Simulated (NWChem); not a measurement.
# C2H6AlF (SMILES [CH3][Al]([CH3])[F]): HF/def2-SVP

What is the vertical ionisation energy of C2H6AlF at HF/def2-SVP? 

Program for the calculation: NWChem 7.3.0.

### 1 The system as given

C2H6AlF has 10 atoms, charge 0, and is taken as a singlet. As SMILES, `[CH3][Al]([CH3])[F]`. Geometry: relaxed at PBE0-D4/def2-TZVP.

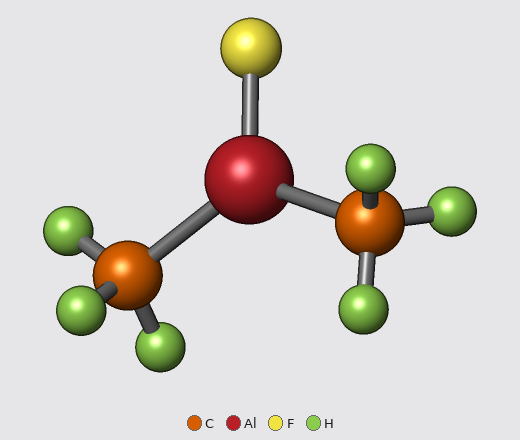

The structure, seen from a chosen angle (carbon orange, aluminium red, fluorine yellow, hydrogen green).

### 2 Energy and forces at HF/def2-SVP

The input, c2h6alf.nw:

```
echo
start c2h6alf
memory 2200 mb

geometry units angstrom noautosym nocenter noautoz
   C     -0.566700     1.412600    -0.858500
   Al    -0.288600    -0.445300    -0.364300
   C      0.794700    -1.093100     1.112200
   F     -1.047300    -1.600600    -1.281300
   H     -1.184400     1.517100    -1.752900
   H     -1.054000     1.963400    -0.046800
   H      0.387100     1.917300    -1.043800
   H      0.189400    -1.676700     1.813200
   H      1.269800    -0.283800     1.672000
   H      1.583200    -1.762300     0.753400
end

basis spherical bse
   * library def2-SVP
end

scf
   thresh 1e-08
   maxiter 80
end

task scf gradient
```

Command:

```
$ nwchem c2h6alf.nw > c2h6alf.out
```

The log of the run:

```text
[...]
  functions       =    90
[...]
  wavefunction    = RHF
[...]
         Total SCF energy =   -420.463333499217
      One-electron energy =   -887.911078029888
      Two-electron energy =    314.123358714420
 Nuclear repulsion energy =    153.324385816251
        Time for solution =      6.1s
[...]
                         RHF ENERGY GRADIENTS
    atom               coordinates                        gradient
                 x          y          z           x          y          z
   1 C      -1.070908   2.669427  -1.622330    0.000312  -0.003160   0.000518
   2 Al     -0.545375  -0.841495  -0.688427    0.000805   0.001253   0.000877
   3 C       1.501765  -2.065659   2.101753   -0.001770   0.001161  -0.002395
   4 F      -1.979110  -3.024695  -2.421306    0.001253   0.001856   0.001540
   5 H      -2.238191   2.866903  -3.312501    0.000100  -0.000561   0.000202
   6 H      -1.991771   3.710288  -0.088439    0.000257  -0.000374   0.000155
   7 H       0.731513   3.623172  -1.972496   -0.000019  -0.000457   0.000354
   8 H       0.357914  -3.168504   3.426451   -0.000122   0.000019  -0.000426
   9 H       2.399574  -0.536304   3.159622   -0.000428   0.000228  -0.000582
  10 H       2.991814  -3.330264   1.423720   -0.000387   0.000035  -0.000242
[...]
```

It took 8.4 s on 1 thread of AMD EPYC 9R45 (Zen 5), shared host; peak memory 0.1 GiB.

### 3 The doublet cation: the energy at UHF/def2-SVP

The input, c2h6alf.nw:

```
start c2h6alf
title "C2H6AlF hf"
memory total 2200 mb
charge 1

geometry units angstroms noautosym nocenter noautoz
 C     -0.566700     1.412600    -0.858500
 Al    -0.288600    -0.445300    -0.364300
 C      0.794700    -1.093100     1.112200
 F     -1.047300    -1.600600    -1.281300
 H     -1.184400     1.517100    -1.752900
 H     -1.054000     1.963400    -0.046800
 H      0.387100     1.917300    -1.043800
 H      0.189400    -1.676700     1.813200
 H      1.269800    -0.283800     1.672000
 H      1.583200    -1.762300     0.753400
end

basis spherical bse
 * library def2-SVP
end

scf
 doublet
 uhf
 thresh 1e-08
 maxiter 80
end

task scf
```

Command:

```
$ nwchem c2h6alf.nw > c2h6alf.out
```

The log of the run:

```text
[...]
  functions       =    90
[...]
  wavefunction    = UHF
[...]
         Total SCF energy =   -420.107308030659
      One electron energy =   -878.136368552617
      Two electron energy =    304.704674705707
 Nuclear repulsion energy =    153.324385816251
                       Sz =      0.5000
                 Sz(Sz+1) =      0.7500
                      S^2 =      0.8234
[...]
```

Run time: 15 s. Hardware: 1 thread of AMD EPYC 9R45 (Zen 5), shared host; peak memory 0.099 GiB.

### 4 Outcome

At HF/def2-SVP:

```
                                          quantity          value
                     singlet C2H6AlF: total energy  -420.46333 Eh
                    singlet C2H6AlF: dipole moment         1.98 D
                      singlet C2H6AlF: HOMO energy      -11.08 eV
                      singlet C2H6AlF: LUMO energy        2.63 eV
                    singlet C2H6AlF: HOMO–LUMO gap       13.70 eV
         singlet C2H6AlF: largest force on an atom     0.165 eV/Å
                      doublet cation: total energy  -420.10731 Eh
doublet cation: HOMO energy (highest over α and β)      -17.13 eV
 doublet cation: LUMO energy (lowest over α and β)       -8.35 eV
                              doublet cation: ⟨S²⟩          0.823
vertical ionisation energy (to the doublet cation)       9.688 eV
```

In words: The vertical ionisation energy comes to 9.69 eV (935 kJ/mol). −ε(HOMO) before ionisation, 11.08 eV, is 1.39 eV above this ionisation energy. Mulliken charges (singlet C2H6AlF) run from -0.55 on F4 to +1.19 on Al2; they depend strongly on the basis.
